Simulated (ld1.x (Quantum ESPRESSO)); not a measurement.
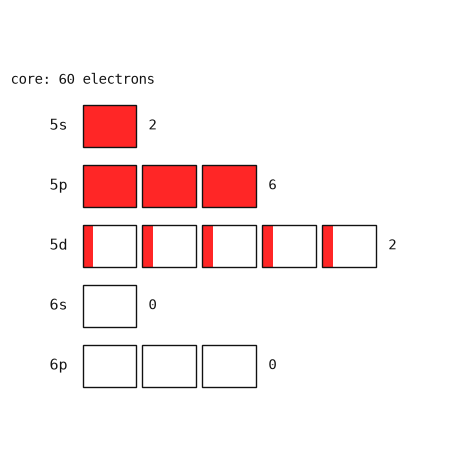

The valence shells of the reference configuration: a box for each of the 2l + 1 orbitals, shaded by the share of the shell that is filled, with the electron count at the right.

**Hf: pseudopotential generation (part 1 of 2)**

System: hafnium (Hf, Z = 72), core [Kr] 4d10 4f14, reference valence 5s2 5p6 5d2 6s0 6p0 (an ion of charge +2), valence charge 12.
Method: RRKJ potential, BLYP, scalar-relativistic, made with ld1.x (Quantum ESPRESSO) 7.5.

**Summary**

- outcome: generated
- cutoffs needed: 50 Ry and 70 Ry (the cutoffs, on a coarse ladder, from which the occupation-weighted sum of valence levels, in a spherical-Bessel basis at the reference potential, stays within 10 and 1 mRy of its value at 400 Ry); ghost states and empty shells don't enter this sum
- ghost test: no ghost state below the valence levels in the p, d, s, f channels (spherical-Bessel basis up to 400 Ry, 20 bohr box)
- largest excitation error: +2189 meV (all-electron minus pseudo) for 5s2 5p6 5d1 6s2 6p1, out of 7 test configurations
- range over which the phases arctan(r u′/u) at the test radius agree within 0.05 rad (a looser test near the poles than one of phase shifts): s: up to about -2.2 Ry; p: up to about -0.7 Ry; d: up to about 1.0 Ry
- hardware: 1 CPU thread, shared host
- wall time: 4.8 s

**Notes**

An excitation error of 2189 meV in its own tests makes this a poorly transferable potential. In the reference test the empty 6s level comes out at −1.397 Ry against −1.300 Ry all-electron. Warnings of the program, in the generation or the tests: convergence not achieved.

**Input**
```
 &input
   title='Hf', zed=72., rel=1, dft='BLYP', iswitch=3,
   config='[Xe] 4f14 5d2 6s0 6p0',
   nld=3, rlderiv=2.90, eminld=-8.0, emaxld=5.0, deld=0.04
 /
 &inputp
   pseudotype=2, tm=.false., lloc=0,
   nlcc=.false.,
   file_pseudopw='Hf.UPF', file_wfcaegen='ae.wfc', file_wfcncgen='nc.wfc', file_beta='beta', file_chi='chi'
 /
3
5P  2  1   6.00   0.00  1.80  1.80  0.0
5D  3  2   2.00   0.00  2.65  2.65  0.0
5S  1  0   2.00   0.00  1.70  1.70  0.0
 &test
   configts(1)='5s2 5p6 5d2 6s0 6p0'
 /
```

**Input of the test run**
```
 &input
   title='Hf', zed=72., rel=1, dft='BLYP', iswitch=2,
   config='[Xe] 4f14 5d2 6s0 6p0'
 /
 &test
   file_pseudo='Hf.UPF', nconf=8,
   configts(1)='5s2 5p6 5d2 6s0 6p0',
   configts(2)='5s2 5p6 5d2 6s2 6p0',
   configts(3)='5s2 5p6 5d2 6s1 6p0',
   configts(4)='5s2 5p6 5d1 6s0 6p0',
   configts(5)='5s2 5p6 5d1 6s2 6p1',
   configts(6)='5s2 5p6 5d2 6s1 6p1',
   configts(7)='5s2 5p6 5d3 6s0 6p0',
   configts(8)='5s2 5p6 5d2 6s0 6p2'
 /
```

Run as:
```bash
ld1.x < Hf.in > Hf.out
```

**Log**
```
     Program LD1 v.7.5
     --------------------------- All-electron run ----------------------------

     Hf
     scalar relativistic calculation

     atomic number is 72.00
     dft =BLYP   lsd =0 sic =0 latt =0  beta=0.20 tr2=1.0E-14
     Exchange-correlation= BLYP
                           (   1   3   1   3   0   0   0)
     mesh =1271 r(mesh) =  99.31870 a.u. xmin = -7.00 dx = 0.01250
     1 Ry =  13.60569312 eV, c = 137.03599908

     n l     nl                  e(Ry)          e(Ha)          e(eV)
     1 0     1S 1( 2.00)     -4800.2338     -2400.1169    -65310.5075
     2 0     2S 1( 2.00)      -821.8474      -410.9237    -11181.8032
     2 1     2P 1( 6.00)      -721.7435      -360.8718     -9819.8209
     3 0     3S 1( 2.00)      -188.0949       -94.0474     -2559.1610
     3 1     3P 1( 6.00)      -158.1969       -79.0984     -2152.3781
     4 0     4S 1( 2.00)       -38.7589       -19.3795      -527.3422
     4 1     4P 1( 6.00)       -28.9517       -14.4758      -393.9079
     3 2     3D 1(10.00)      -122.8219       -61.4109     -1671.0769
     5 0     5S 1( 2.00)        -6.0259        -3.0130       -81.9867
     5 1     5P 1( 6.00)        -3.7121        -1.8560       -50.5056
     4 2     4D 1(10.00)       -16.2845        -8.1423      -221.5619
     4 3     4F 1(14.00)        -2.3353        -1.1677       -31.7739
     5 2     5D 1( 2.00)        -1.2291        -0.6145       -16.7223
     6 0     6S 1( 0.00)        -1.2999        -0.6499       -17.6860
     6 1     6P 1( 0.00)        -0.8947        -0.4474       -12.1733

     final scf error:  1.9E-15 reached in  29 iterations

     Etot =  -30156.653349 Ry,  -15078.326674 Ha, -410302.171082 eV

     Ekin =   33048.153559 Ry,   16524.076780 Ha,  449643.035611 eV
     Encl =  -74321.403170 Ry,  -37160.701585 Ha,-1011194.203996 eV
     Eh   =   11732.863545 Ry,    5866.431773 Ha,  159633.740854 eV
     Exc  =    -616.267284 Ry,    -308.133642 Ha,   -8384.743551 eV

     normalization and overlap integrals

     s(1S/1S) =  1.000000  <r> =   0.0190  <r2> =    0.0005  r(max) =   0.0120
     s(2S/2S) =  1.000000  <r> =   0.0804  <r2> =    0.0076  r(max) =   0.0679
     s(2P/2P) =  1.000000  <r> =   0.0717  <r2> =    0.0063  r(max) =   0.0556
     s(3S/3S) =  1.000000  <r> =   0.2087  <r2> =    0.0498  r(max) =   0.1917
     s(3P/3P) =  1.000000  <r> =   0.2085  <r2> =    0.0504  r(max) =   0.1893
     s(4S/4S) =  1.000000  <r> =   0.4682  <r2> =    0.2475  r(max) =   0.4375
     s(4P/4P) =  1.000000  <r> =   0.4976  <r2> =    0.2818  r(max) =   0.4599
     s(3D/3D) =  1.000000  <r> =   0.1890  <r2> =    0.0419  r(max) =   0.1550
     s(5S/5S) =  1.000000  <r> =   1.1343  <r2> =    1.4481  r(max) =   1.0109
     s(5P/5P) =  1.000000  <r> =   1.3391  <r2> =    2.0376  r(max) =   1.1599
     s(4D/4D) =  1.000000  <r> =   0.5352  <r2> =    0.3324  r(max) =   0.4716
     s(4F/4F) =  1.000000  <r> =   0.6766  <r2> =    0.5931  r(max) =   0.4542
     s(5D/5D) =  1.000000  <r> =   2.1316  <r2> =    5.3621  r(max) =   1.6460
     s(6S/6S) =  1.000000  <r> =   3.0001  <r2> =   10.0734  r(max) =   2.6800
     s(6P/6P) =  1.000000  <r> =   3.7449  <r2> =   15.7104  r(max) =   3.3563

     ------------------------ End of All-electron run ------------------------

     --------------------- Generating NC pseudopotential ---------------------

      Generating local pot.: lloc=0, matching radius rcloc =   1.7000

      Wfc   5P  rcut= 1.819  Estimated cut-off energy=       54.94 Ry
      This function has    0 nodes for 0 < r <    1.819

      Wfc   5D  rcut= 2.647  Estimated cut-off energy=       33.53 Ry
      This function has    0 nodes for 0 < r <    2.647

     ------------------- End of pseudopotential generation -------------------

     --------------------------- All-electron run ----------------------------

     Hf
     scalar relativistic calculation

     atomic number is 72.00
     dft =BLYP   lsd =0 sic =0 latt =0  beta=0.20 tr2=1.0E-14
     Exchange-correlation= BLYP
                           (   1   3   1   3   0   0   0)
     mesh =1271 r(mesh) =  99.31870 a.u. xmin = -7.00 dx = 0.01250
     1 Ry =  13.60569312 eV, c = 137.03599908

     n l     nl                  e(Ry)          e(Ha)          e(eV)
     1 0     1S 1( 2.00)     -4800.2338     -2400.1169    -65310.5075
     2 0     2S 1( 2.00)      -821.8474      -410.9237    -11181.8032
     2 1     2P 1( 6.00)      -721.7435      -360.8718     -9819.8209
     3 0     3S 1( 2.00)      -188.0949       -94.0474     -2559.1610
     3 1     3P 1( 6.00)      -158.1969       -79.0984     -2152.3781
     4 0     4S 1( 2.00)       -38.7589       -19.3795      -527.3422
     4 1     4P 1( 6.00)       -28.9517       -14.4758      -393.9079
     3 2     3D 1(10.00)      -122.8219       -61.4109     -1671.0769
     5 0     5S 1( 2.00)        -6.0259        -3.0130       -81.9867
     5 1     5P 1( 6.00)        -3.7121        -1.8560       -50.5056
     4 2     4D 1(10.00)       -16.2845        -8.1423      -221.5619
     4 3     4F 1(14.00)        -2.3353        -1.1677       -31.7739
     5 2     5D 1( 2.00)        -1.2291        -0.6145       -16.7223
     6 0     6S 1( 0.00)        -1.2999        -0.6499       -17.6860
     6 1     6P 1( 0.00)        -0.8947        -0.4474       -12.1733

     final scf error:  1.9E-15 reached in  29 iterations

     Etot =  -30156.653349 Ry,  -15078.326674 Ha, -410302.171082 eV

     Ekin =   33048.153559 Ry,   16524.076780 Ha,  449643.035611 eV
     Encl =  -74321.403170 Ry,  -37160.701585 Ha,-1011194.203996 eV
     Eh   =   11732.863545 Ry,    5866.431773 Ha,  159633.740854 eV
     Exc  =    -616.267284 Ry,    -308.133642 Ha,   -8384.743551 eV

     normalization and overlap integrals

     s(1S/1S) =  1.000000  <r> =   0.0190  <r2> =    0.0005  r(max) =   0.0120
     s(2S/2S) =  1.000000  <r> =   0.0804  <r2> =    0.0076  r(max) =   0.0679
     s(2P/2P) =  1.000000  <r> =   0.0717  <r2> =    0.0063  r(max) =   0.0556
     s(3S/3S) =  1.000000  <r> =   0.2087  <r2> =    0.0498  r(max) =   0.1917
     s(3P/3P) =  1.000000  <r> =   0.2085  <r2> =    0.0504  r(max) =   0.1893
     s(4S/4S) =  1.000000  <r> =   0.4682  <r2> =    0.2475  r(max) =   0.4375
     s(4P/4P) =  1.000000  <r> =   0.4976  <r2> =    0.2818  r(max) =   0.4599
     s(3D/3D) =  1.000000  <r> =   0.1890  <r2> =    0.0419  r(max) =   0.1550
     s(5S/5S) =  1.000000  <r> =   1.1343  <r2> =    1.4481  r(max) =   1.0109
     s(5P/5P) =  1.000000  <r> =   1.3391  <r2> =    2.0376  r(max) =   1.1599
     s(4D/4D) =  1.000000  <r> =   0.5352  <r2> =    0.3324  r(max) =   0.4716
     s(4F/4F) =  1.000000  <r> =   0.6766  <r2> =    0.5931  r(max) =   0.4542
     s(5D/5D) =  1.000000  <r> =   2.1316  <r2> =    5.3621  r(max) =   1.6460
     s(6S/6S) =  1.000000  <r> =   3.0001  <r2> =   10.0734  r(max) =   2.6800
     s(6P/6P) =  1.000000  <r> =   3.7449  <r2> =   15.7104  r(max) =   3.3563

     ------------------------ End of All-electron run ------------------------

     Computing logarithmic derivative in   2.90695
     Message from routine compute phi:
     negative determinant

      ld=  -0.860375 f2ae -2.162903 faenor  0.626746
     Message from routine run_pseudo:
     Warning: convergence not achieved
     Computing logarithmic derivative in   2.90695
     Computing the partial wave expansion
       no projector for channel:   0
     R is outside the sphere for l=    1 j= 0.00
     R is outside the sphere for l=    2 j= 0.00

     ---------------------- Testing the pseudopotential ----------------------

     Hf
     scalar relativistic calculation

     atomic number is 72.00   valence charge is 12.00
     dft =BLYP   lsd =0 sic =0 latt =0  beta=0.20 tr2=1.0E-14
     mesh =1271 r(mesh) =  99.31870 xmin = -7.00 dx = 0.01250

     n l     nl             e AE (Ry)        e PS (Ry)    De AE-PS (Ry)
     1 0     5S   1( 2.00)       -6.02591       -6.02591        0.00000
     2 1     5P   1( 6.00)       -3.71209       -3.71209        0.00000
     3 2     5D   1( 2.00)       -1.22907       -1.22907        0.00000
     2 0     6S   1( 0.00)       -1.29990       -1.39688        0.09698  !
     3 1     6P   1( 0.00)       -0.89472       -0.89940        0.00467

     eps = 5.9E-11  iter =201

     Etot =  -30156.653349 Ry,  -15078.326674 Ha, -410302.171082 eV
     Etotps =   -96.425857 Ry,     -48.212928 Ha,   -1311.940613 eV

     Ekin =      27.850175 Ry,      13.925088 Ha,     378.920937 eV
     Encl =    -178.103292 Ry,     -89.051646 Ha,   -2423.218731 eV
     Ehrt =      62.791499 Ry,      31.395749 Ha,     854.321865 eV
     Ecxc =     -10.630148 Ry,      -5.315074 Ha,    -144.630526 eV
     Epseu=       1.665909 Ry,       0.832954 Ha,      22.665842 eV

     ---------------------- End of pseudopotential test ----------------------
```

**Output of the test run (extracts)**
```
     ---------------------- Testing the pseudopotential ----------------------

     Hf
     scalar relativistic calculation

     atomic number is 72.00   valence charge is 12.00
     dft =BLYP   lsd =0 sic =0 latt =0  beta=0.20 tr2=1.0E-14
     mesh =1271 r(mesh) =  99.31870 xmin = -7.00 dx = 0.01250

     n l     nl             e AE (Ry)        e PS (Ry)    De AE-PS (Ry)
     1 0     5S   1( 2.00)       -6.02591       -6.02591        0.00000
     2 1     5P   1( 6.00)       -3.71209       -3.71209        0.00000
     3 2     5D   1( 2.00)       -1.22907       -1.22907        0.00000
     2 0     6S   1( 0.00)       -1.29990       -1.39688        0.09698  !
     3 1     6P   1( 0.00)       -0.89472       -0.89940        0.00467

     eps = 7.6E-11  iter =201

     Etot =  -30156.653349 Ry,  -15078.326674 Ha, -410302.171083 eV
     Etotps =   -96.425857 Ry,     -48.212928 Ha,   -1311.940613 eV

     Ekin =      27.850175 Ry,      13.925088 Ha,     378.920937 eV
     Encl =    -178.103292 Ry,     -89.051646 Ha,   -2423.218731 eV
     Ehrt =      62.791499 Ry,      31.395749 Ha,     854.321865 eV
     Ecxc =     -10.630148 Ry,      -5.315074 Ha,    -144.630526 eV
     Epseu=       1.665909 Ry,       0.832954 Ha,      22.665842 eV

     ---------------------- End of pseudopotential test ----------------------

     ---------------------- Testing the pseudopotential ----------------------

     Hf
     scalar relativistic calculation

     atomic number is 72.00   valence charge is 12.00
     dft =BLYP   lsd =0 sic =0 latt =0  beta=0.20 tr2=1.0E-14
     mesh =1271 r(mesh) =  99.31870 xmin = -7.00 dx = 0.01250

     n l     nl             e AE (Ry)        e PS (Ry)    De AE-PS (Ry)
     1 0     5S   1( 2.00)       -4.91029       -4.82860       -0.08169  !
     2 1     5P   1( 6.00)       -2.59909       -2.52786       -0.07123  !
     3 2     5D   1( 2.00)       -0.18779       -0.15125       -0.03654  !
     2 0     6S   1( 2.00)       -0.36573       -0.40501        0.03929  !
     3 1     6P   1( 0.00)       -0.09433       -0.08491       -0.00942  !

     eps = 1.5E-10  iter =201

     Etot =  -30158.283616 Ry,  -15079.141808 Ha, -410324.351997 eV
     Etotps =   -98.183536 Ry,     -49.091768 Ha,   -1335.855062 eV
     dEtot_ae =      -1.630267 Ry
     dEtot_ps =      -1.757680 Ry,   Delta E=       0.127412 Ry

     Ekin =      28.141598 Ry,      14.070799 Ha,     382.885947 eV
     Encl =    -192.117442 Ry,     -96.058721 Ha,   -2613.890954 eV
     Ehrt =      75.607592 Ry,      37.803796 Ha,    1028.693700 eV
     Ecxc =     -11.363273 Ry,      -5.681637 Ha,    -154.605207 eV
     Epseu=       1.547988 Ry,       0.773994 Ha,      21.061452 eV

     ---------------------- End of pseudopotential test ----------------------

     ---------------------- Testing the pseudopotential ----------------------

     Hf
     scalar relativistic calculation

     atomic number is 72.00   valence charge is 12.00
     dft =BLYP   lsd =0 sic =0 latt =0  beta=0.20 tr2=1.0E-14
     mesh =1271 r(mesh) =  99.31870 xmin = -7.00 dx = 0.01250

     n l     nl             e AE (Ry)        e PS (Ry)    De AE-PS (Ry)
     1 0     5S   1( 2.00)       -5.42362       -5.37183       -0.05179  !
     2 1     5P   1( 6.00)       -3.11249       -3.06729       -0.04520  !
     3 2     5D   1( 2.00)       -0.67167       -0.64652       -0.02515  !
     2 0     6S   1( 1.00)       -0.80685       -0.86802        0.06117  !
     3 1     6P   1( 0.00)       -0.46667       -0.45928       -0.00739  !

     eps = 1.7E-10  iter =201

     Etot =  -30157.702714 Ry,  -15078.851357 Ha, -410316.448420 eV
     Etotps =   -97.553477 Ry,     -48.776738 Ha,   -1327.282670 eV
     dEtot_ae =      -1.049365 Ry
     dEtot_ps =      -1.127620 Ry,   Delta E=       0.078255 Ry

     Ekin =      28.135154 Ry,      14.067577 Ha,     382.798277 eV
     Encl =    -185.773963 Ry,     -92.886982 Ha,   -2527.583537 eV
     Ehrt =      69.507138 Ry,      34.753569 Ha,     945.692787 eV
     Ecxc =     -11.028116 Ry,      -5.514058 Ha,    -150.045162 eV
     Epseu=       1.606310 Ry,       0.803155 Ha,      21.854965 eV

     ---------------------- End of pseudopotential test ----------------------
```

(Continued in part 2.)
